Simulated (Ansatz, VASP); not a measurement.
# MgO in two plane-wave programs

Aim: how closely do two programs agree when they are given the same cell, functional and k mesh?

Calculated with Ansatz 0.2.0; plane waves, with VASP 6.6.1 beside it; relaxation of cell and atoms at PBEsol and zone-centre phonons at PBE.

## 1. Starting point

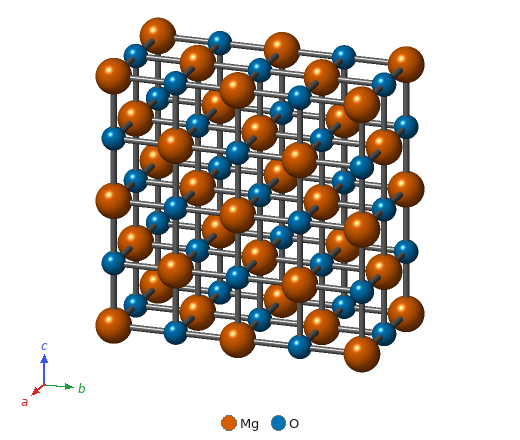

Start, viewed from a free direction; magnesium orange, oxygen blue. 1×2×2 cells are drawn. This picture shows the conventional cell, with its axes. Some periodic images of atoms are drawn too.

Structure file:

```cif
data_structure
_symmetry_space_group_name_H-M 'P 1'
_symmetry_Int_Tables_number 1
_cell_length_a 2.9772
_cell_length_b 2.9772
_cell_length_c 2.9772
_cell_angle_alpha 60.000
_cell_angle_beta 60.000
_cell_angle_gamma 60.000
_cell_volume 18.66
loop_
_atom_site_label
_atom_site_type_symbol
_atom_site_fract_x
_atom_site_fract_y
_atom_site_fract_z
_atom_site_occupancy
Mg1 Mg 0.00000 0.00000 0.00000 1
O2 O 0.50000 0.50000 0.50000 1
```

## 2. Ansatz: relaxation of cell and atoms, PBEsol

Ansatz runs on its default PAW (the set named soft_2) files.

The relaxed volume is the usual yardstick between codes: its relative difference is about their pressure difference at one cell divided by the bulk modulus.

input.yaml reads:

```yaml
crystal:
  lattice:
    - [0.0, 2.105205, 2.105205]
    - [2.105205, 0.0, 2.105205]
    - [2.105205, 2.105205, 0.0]
  atoms:
    - { symbol: Mg, position: [0.0, 0.0, 0.0] }
    - { symbol: O, position: [0.5, 0.5, 0.5] }
hamiltonian:
  xc: pbesol
  pseudopotentials: { kind: paw }
kpoints:
  mp_grid: { grid: [12, 12, 12] }
scf:
  occupations: { method: gaussian, width: 0.03 }
relax:
  f_tol: 0.01
  max_steps: 60
  cell: { stress_tol: 0.05 }
output:
  forces: true
  stress: true
```

Command:

```
ansatz run input.yaml --threads 4 --pin off --max-ram 9216MiB --backend cpu --events-out ev --progress --plain --runs-dir out
```

Numbers of over 12 decimals in the logs are rounded to 6 here.

Output:

```text
Engine: ansatz 0.2.0, aarch64-unknown-linux-gnu
Pseudopotentials: kind: paw
Pseudopotential: Mg, paw, valence charge 10, recommended cutoff 420 eV (normal), Mg.paw.azcp
Pseudopotential: O, paw, valence charge 6, recommended cutoff 420 eV (normal), O.paw.azcp
Functional definition: PBEsol
  exchange = pbesol_x
  correlation = pbesol_c
Crystal: 2 atoms, lattice volume = 18.660 Å³
Basis set: ecut = 420 eV, 339 PW (Γ), exchange–correlation on 40×40×40 points (8 copies of the dense FFT grid, shifted against one another)
Bands: 12, of which v1, the nominal top of the filled ones, is band 8 counted from 1 (7 counted from 0)
Symmetry: 48 space group operations
Space group: Fm-3m (ITA 225), of the structure as read, at distance tolerance 2.7e-5 Å
k-points: 72 of 1728
Non-local potential: Mg, projectors of the file, l = 0: 3, l = 1: 2, l = 2: 1
Non-local potential: O, projectors of the file, l = 0: 2, l = 1: 2, l = 2: 1
PAW form: soft (Blöchl's): semilocal exchange-correlation on the pseudo side does not see the compensation charge
PAW frozen core: Mg, regenerated for the run's functional, and the local potential with it (the file was generated under x = pbe(κ = 0.804, μ = 0.219515), c = pbe(β = 0.066725))
PAW frozen core: O, regenerated for the run's functional, and the local potential with it (the file was generated under x = pbe(κ = 0.804, μ = 0.219515), c = pbe(β = 0.066725))
PAW one-centre angular grid: Mg, 110 points (default); XC on 64 Gauss nodes
PAW one-centre angular grid: O, 110 points (default); XC on 64 Gauss nodes
Initial density: superposition of atomic densities (neutral atoms: chi_scale 0, normalization atom), corrected by the library's trained network
Initial wavefunctions: pseudopotential atomic-orbital guess
Functional: x = pbesol(κ = 0.804, μ = 0.123457), c = pbesol(β = 0.046)
SCF iter   1: F=—  HF=-2475.880588 eV  |F-HF|=—  |Δ(HF+E_count)|=         —  Δρ=1.45e-2  dr2=3.13e-2  ethr=1.77e-3  ⟨swp⟩=5.8  Hψ=4998  notcnv=0
preconditioner: auto → none  [insulator: Δε(μ)=4.520 eV  Ē_g=18.303 eV  σ=0.030 eV  W_gap=1.00  n_scr=8 (ndim 8)  ℏωp=24.3 eV  f_vac=0.000  D(μ)=0.00/eV (n_scr^D=0)  ε∞_Penn≈2.8]
SCF iter   2: F=—  HF=-2475.872167 eV  |F-HF|=—  |Δ(HF+E_count)|=   8.42e-3  Δρ=4.13e-3  dr2=3.10e-3  ethr=1.96e-4  ⟨swp⟩=2.0  Hψ=1704  notcnv=0
SCF iter   3: F=—  HF=-2475.871393 eV  |F-HF|=—  |Δ(HF+E_count)|=   7.73e-4  Δρ=6.64e-4  dr2=4.37e-5  ethr=1.94e-5  ⟨swp⟩=2.0  Hψ=1308  notcnv=0
SCF iter   4: F=—  HF=-2475.871373 eV  |F-HF|=—  |Δ(HF+E_count)|=   2.03e-5  Δρ=1.20e-4  dr2=1.04e-6  ethr=2.73e-7  ⟨swp⟩=2.8  Hψ=1430  notcnv=0
SCF iter   5: F=—  HF=-2475.871372 eV  |F-HF|=—  |Δ(HF+E_count)|=   9.60e-7  Δρ=3.90e-5  dr2=1.14e-7  ethr=6.49e-9  ⟨swp⟩=2.0  Hψ=1170  notcnv=0
SCF iter   6: F=-2475.871372 eV  HF=-2475.871372 eV  |F-HF|=4.91e-10  |Δ(HF+E_count)|=   6.14e-8  Δρ=4.11e-6  dr2=1.63e-9  ethr=6.25e-10  ⟨swp⟩=4.0  Hψ=2753  notcnv=0
SCF 1 converged in 6 iterations: F = -2475.871372 eV  dr2 = 1.63e-9
  greatest PAW one-centre occupation: 1.000 electrons in one spin orbital (limit 2), on the Mg atom at site 0 (counted from 0), in its partial waves of l = 0
relax step   1: F+E_penalty+E_count = -2475.87137220 eV  Δ(F+E_penalty+E_count) = +0.000e0 eV  max|allowed force component| = 8.727e-30 eV/Å  Δτ_max = 0.0000 Å  P = +0.421 GPa  Ω = 18.660 Å³  (6 SCF iters, dr2 threshold 1.00e-7 eV, accepted)
[...]
relax step   2: F+E_penalty+E_count = -2475.87132971 eV  Δ(F+E_penalty+E_count) = +4.249e-5 eV  max|allowed force component| = 3.796e-30 eV/Å  Δτ_max = 0.0000 Å  P = +0.237 GPa  Ω = 18.681 Å³  energy of the carried Pulay correction = -8.481e-5 eV  (6 SCF iters, dr2 threshold 2.00e-7 eV, accepted)
[...]
relax step   3: F+E_penalty+E_count = -2475.87124002 eV  Δ(F+E_penalty+E_count) = +8.969e-5 eV  max|allowed force component| = 3.879e-30 eV/Å  Δτ_max = 0.0000 Å  P = +0.001 GPa  Ω = 18.707 Å³  energy of the carried Pulay correction = -1.942e-4 eV  (6 SCF iters, dr2 threshold 1.40e-7 eV, accepted)
[...]
relax step   4: F+E_penalty+E_count = -2475.87149831 eV  Δ(F+E_penalty+E_count) = -2.583e-4 eV  max|allowed force component| = 3.764e-30 eV/Å  Δτ_max = 0.0000 Å  P = +0.021 GPa  Ω = 18.707 Å³  stress off target by 2.10e-2 GPa  SCF on the basis re-selected at this cell (its energy is not comparable with the rows above)  (8 SCF iters)
basis re-selected at this cell: Δ(F+E_penalty+E_count) = -2.583e-4 eV, ΔP = +0.021 GPa vs the last step (what re-selecting the basis moved, of the pressure what is left beyond the Pulay correction that the steps carried, after the strain that the cell walked since its last selection, with what the two solves' SCF thresholds leave and, on support functions, any second-order correction that the steps lacked; it is no m [...]
SCF converged after 8 iterations
Free energy (F): -2475.871498 eV
Harris-Foulkes:  -2475.871498 eV  (|F-HF|=9.09e-13)
Internal energy: -2475.871498 eV  (E = F + TS)
E sigma→0 (E₀):  -2475.871498 eV
Fermi energy:    10.307413 eV
--- Per-component energies (eV) ---
  E_band       = -292.395724
  E_kinetic    = 254.943259
  E_local      = -1601.826694  (includes V_loc(G=0)·N_el)
  E_nonlocal   = 143.747269
  E_hartree    = 552.944717
  E_xc         = -103.900817
  E_vxc        = -133.877560  (∫ρ·V_xc dr)
  E_paw        = -433.089908  (= ΣΔE_a)
  E_vpaw       = -61.273946  (= ΣTr[D̂ρ^β])
  E_aug_tail   = 0.002515  (compensation charges beyond the density's cutoff)
  E_ewald      = -1288.785990
  E_core_change = 0.094150  (= ΣΔE_core)
  E_smearing   = -0.000000  (= −TS)
  E_closure    = -0.000000  (closes the sum)
  Σ components = -2475.871498   (vs F -2475.871498, Δ=0.00e0)
--- Forces (eV/Å), atoms counted from 1 ---
  atom   1  Mg    -0.00000000    -0.00000000    -0.00000000
  atom   2  O      0.00000000     0.00000000     0.00000000
  max |Σ_I F_I| component: 7.20e-30 eV/Å
--- Stress (GPa, compression-positive) ---
        0.021015      -0.000000      -0.000000
       -0.000000       0.021015      -0.000000
       -0.000000      -0.000000       0.021015
  P = ⅓ Tr σ = 0.0210 GPa (0.210 kbar)
--- Relaxed structure (3 steps of the walk, 3 accepted, 1 SCFs on fresh bases) ---
  F+E_penalty+E_count = -2475.87149831 eV   max|allowed force component| = 3.764e-30 eV/Å   (the final SCF, on the basis selected at the relaxed cell)
  cell:  # Å, volume = 18.7073 Å³
    - [0, 2.106980, 2.106980]
    - [2.106980, 0, 2.106980]
    - [2.106980, 2.106980, 0]
  atoms:
    - { symbol: Mg, position: [0, 0, 0] }
    - { symbol: O, position: [0.5, 0.5, 0.5] }
```

Wall time 1.4 s (4 threads of Arm Neoverse V1, shared host); peak memory 0.27 GiB; 4.5 s of CPU time.

## 3. VASP: relaxation of cell and atoms, PBEsol

The same cell, functional, mesh and smearing now go to VASP, with its own data sets and cutoff.

Lines of VASP's logs that name or quote its potential files are left out, and so is its time.

INCAR reads:

```
SYSTEM = MgO
PREC = Accurate
ENCUT = 520
EDIFF = 1E-07
NELM = 100
ISMEAR = 0
SIGMA = 0.03
LREAL = .FALSE.
ALGO = Normal
GGA = PS
NBANDS = 10
LORBIT = 11
LWAVE = .FALSE.
LCHARG = .FALSE.
KPAR = 4
IBRION = 2
NSW = 50
ISIF = 3
EDIFFG = -0.002
```

POSCAR reads:

```
MgO
1.0
    0.0000000000      2.1052050000      2.1052050000
    2.1052050000      0.0000000000      2.1052050000
    2.1052050000      2.1052050000      0.0000000000
Mg O
1 1
Direct
    0.0000000000      0.0000000000      0.0000000000
    0.5000000000      0.5000000000      0.5000000000
```

KPOINTS reads:

```
Automatic mesh
0
Gamma
12 12 12
0 0 0
```

Potentials, in the order of the species: Mg and O (PBE family, release 64).

Command:

```
mpirun -np 4 vasp_std
```

Output:

```text
[banner, memory and clock lines left out]
running    4 mpi-ranks, on    1 nodes
 distrk:  each k-point on    1 cores,    4 groups
 distr:  one band on    1 cores,    1 groups

 POSCAR found type information on POSCAR MgO
 POSCAR found :  2 types and       2 ions
|                                                                             |
|               ----> ADVICE to this user running VASP <----                  |
|                                                                             |
|     You enforced a specific xc type in the INCAR file but a different       |
|     [... a line on the potential file left out ...]
|     I HOPE YOU KNOW WHAT YOU ARE DOING!                                     |
|                                                                             |

 LDA part: xc-table for (Slater+PW92), standard interpolation
 POSCAR, INCAR and KPOINTS ok, starting setup
 FFT: planning ... GRIDC
 FFT: planning ... GRID_SOFT
 FFT: planning ... GRID
 WAVECAR not read
 entering main loop
       N       E                     dE             d eps       ncg     rms          rms(c)
DAV:   1     0.132225241570E+02    0.13223E+02   -0.45847E+03  1648   0.706E+02
DAV:   2    -0.133593831002E+02   -0.26582E+02   -0.26004E+02  1636   0.141E+02
DAV:   3    -0.138973084928E+02   -0.53793E+00   -0.53757E+00  1750   0.183E+01
DAV:   4    -0.138984293137E+02   -0.11208E-02   -0.11208E-02  1608   0.922E-01
DAV:   5    -0.138984326493E+02   -0.33357E-05   -0.33357E-05  1628   0.499E-02    0.667E+00
DAV:   6    -0.125497179442E+02    0.13487E+01   -0.78794E+00  1468   0.165E+01    0.220E+00
DAV:   7    -0.125260757534E+02    0.23642E-01   -0.44456E-02  1544   0.212E+00    0.129E+00
DAV:   8    -0.125127627730E+02    0.13313E-01   -0.22234E-02  1462   0.186E+00    0.194E-01
DAV:   9    -0.125125801645E+02    0.18261E-03   -0.21036E-04  1650   0.113E-01    0.132E-01
DAV:  10    -0.125125213095E+02    0.58855E-04   -0.36258E-04  1524   0.155E-01    0.570E-03
DAV:  11    -0.125125222613E+02   -0.95180E-06   -0.41444E-06  1552   0.154E-02    0.318E-03
DAV:  12    -0.125125227299E+02   -0.46861E-06   -0.91942E-08  1188   0.361E-03    0.433E-04
DAV:  13    -0.125125227854E+02   -0.55479E-07   -0.14970E-08   792   0.984E-04
   1 F= -.12512523E+02 E0= -.12512523E+02  d E =-.125125E+02
 curvature:   0.00 expect dE= 0.000E+00 dE for cont linesearch  0.000E+00
 trial: gam= 0.00000 g(F)=  0.753E-62 g(S)=  0.603E-05 ort = 0.000E+00 (trialstep = 0.100E+01)
 search vector abs. value=  0.603E-05
 bond charge predicted
       N       E                     dE             d eps       ncg     rms          rms(c)
DAV:   1    -0.125125485186E+02   -0.25789E-04   -0.47145E-04  1480   0.185E-01    0.367E-02
DAV:   2    -0.125125254915E+02    0.23027E-04   -0.15266E-04  1498   0.767E-02    0.367E-03
DAV:   3    -0.125125248522E+02    0.63933E-06   -0.16478E-06  1502   0.127E-02    0.211E-03
DAV:   4    -0.125125248531E+02   -0.95531E-09   -0.12737E-07   778   0.315E-03
   2 F= -.12512525E+02 E0= -.12512525E+02  d E =-.206772E-05
 trial-energy change:   -0.000002  1 .order   -0.000002   -0.000006    0.000002
 step:   0.7960(harm=  0.7960)  dis= 0.00000  next Energy=   -12.512525 (dE=-0.240E-05)
 reached required accuracy - stopping structural energy minimisation
```

Parts of OUTCAR (step 3):

```text
ion  position               nearest neighbor table
   1  0.000  0.000  0.000-   2 2.11   2 2.11   2 2.11   2 2.11   2 2.11   2 2.11
   2  0.500  0.500  0.500-   1 2.11   1 2.11   1 2.11   1 2.11   1 2.11   1 2.11

  LATTYP: Found a face centered cubic cell.
 ALAT       =     4.2104100000

 Subroutine GETGRP returns: Found 48 space group operations
 (whereof 48 operations were pure point group operations)

The static configuration has the point symmetry O_h .

 Found     72 irreducible k-points:

   k-points           NKPTS =     72   k-points in BZ     NKDIM =     72   number of bands    NBANDS=     10

   dimension x,y,z NGX =    24 NGY =   24 NGZ =   24
   dimension x,y,z NGXF=    48 NGYF=   48 NGZF=   48

   ENCUT  =  520.0 eV  38.22 Ry    6.18 a.u.   5.54  5.54  5.54*2*pi/ulx,y,z

   NELECT =       8.0000    total number of electrons

 k-points in reciprocal lattice and weights: Automatic mesh
   0.00000000  0.00000000  0.00000000       0.001
   0.08333333  0.00000000  0.00000000       0.005
   0.16666667  0.00000000  0.00000000       0.005
   0.25000000  0.00000000  0.00000000       0.005
   0.33333333  0.00000000  0.00000000       0.005
   0.41666667  0.00000000  0.00000000       0.005
   0.50000000  0.00000000  0.00000000       0.002
   0.08333333  0.08333333  0.00000000       0.003
   0.16666667  0.08333333  0.00000000       0.014
[...]
-0.33333333  0.50000000  0.16666667       0.007
  -0.25000000  0.50000000  0.25000000       0.003

 average (electrostatic) potential at core
       1 -34.6499       2 -69.5498

 E-fermi :   3.3347

 k-point     1 :       0.0000    0.0000    0.0000
  band No.  band energies     occupation
      1     -14.1343      2.00000
      2       3.0811      2.00000
      3       3.0811      2.00000
      4       3.0811      2.00000
      5       7.7332      0.00000
      6      18.7234      0.00000
      7      18.7234      0.00000
      8      18.7234      0.00000
      9      22.5706      0.00000
    ...

 k-point     2 :       0.0833    0.0000    0.0000
  band No.  band energies     occupation
      1     -14.0588      2.00000
      2       2.6010      2.00000
      3       3.0326      2.00000
      4       3.0326      2.00000
      5       8.1935      0.00000
      6      17.7533      0.00000
      7      18.8953      0.00000
      8      18.8953      0.00000
      9      23.8639      0.00000
    ...

 k-point     3 :       0.1667    0.0000    0.0000
  band No.  band energies     occupation
      1     -13.8447      2.00000
      2       1.5469      2.00000
      3       2.9034      2.00000
      4       2.9034      2.00000
      5       9.1614      0.00000
      6      16.3823      0.00000
      7      19.3029      0.00000
      8      19.3029      0.00000
      9      23.1775      0.00000
    ...

  Total        0.0023400      0.0023400      0.0023400      0.0000000      0.0000000      0.0000000
  in kB        0.2010520      0.2010520      0.2010520      0.0000000      0.0000000      0.0000000
  external PRESSURE =       0.2010520 kB  Pullay stress =       0.0000000 kB

  energy-cutoff  :      520.00
  volume of cell :       18.65
      direct lattice vectors                 reciprocal lattice vectors
     0.000000000  2.104741426  2.104741426    -0.237558873  0.237558873  0.237558873
     2.104741426 -0.000000000  2.104741426     0.237558873 -0.237558873  0.237558873
     2.104741426  2.104741426 -0.000000000     0.237558873  0.237558873 -0.237558873

 POSITION                                       TOTAL-FORCE (eV/Angst)
 -----------------------------------------------------------------------------------
      2.10474      4.20948      2.10474         0.000000      0.000000     -0.000000
      2.10474      2.10474      2.10474        -0.000000     -0.000000      0.000000
 -----------------------------------------------------------------------------------
    total drift:                                0.000000     -0.000000      0.000000

  FREE ENERGIE OF THE ION-ELECTRON SYSTEM (eV)
  ---------------------------------------------------
  free  energy   TOTEN  =       -12.5125248531 eV

  energy  without entropy=      -12.5125248531  energy(sigma->0) =      -12.51252485

 reached required accuracy - stopping structural energy minimisation

 total charge
# of ion       s       p       d       tot
------------------------------------------
    1        0.150   0.182   0.080   0.412
    2        1.537   3.542   0.000   5.079
--------------------------------------------------
tot          1.688   3.724   0.080   5.492

[... 3 further parts left out ...]
```

## 4. Side by side

Known differences besides the PAW data sets themselves: both relaxations stop at a tolerance, which leaves soft axes loose, and VASP keeps its plane-wave basis; the data sets hold 16 valence electrons in Ansatz (default PAW (the set named soft_2) files) and 8 in VASP; the cutoff is 420 eV in Ansatz and 520 eV in VASP; Ansatz makes its cores anew for this functional, VASP keeps those of its PBE data sets; VASP leaves aspherical gradient terms in its spheres out (LASPH is not set), Ansatz keeps them; Ansatz adds a Pulay correction to the stress that steers its cell, VASP none. Total energies have different zeros and are not compared.

Compared:

```csv
quantity,Ansatz,VASP,difference
volume (Å³),18.71,18.65,+0.32 %
"edge a after relaxation, in the typed setting (Å)",2.980,2.977,+0.10 %
```

The walks stopped with 0.02 GPa left in Ansatz and 0.02 GPa in VASP; each walk ends within a tolerance, so the volume difference is uncertain by about these residues over the bulk modulus, most in soft cells.

(Part 1 of 2 ends here.)

[Lines on the potential files, build, host, timing and source positions are cut from VASP's logs without a mark.]

[Logs are printed without paths, hosts, clocks, repeated set-up lines and the standing remarks that a program may print on its own settings, such as how far it seeks lower states.]

[Hosts, paths, dates, database ids (printed as entryN), source tags and the programs' standing remarks are cut or masked in the printed files.]
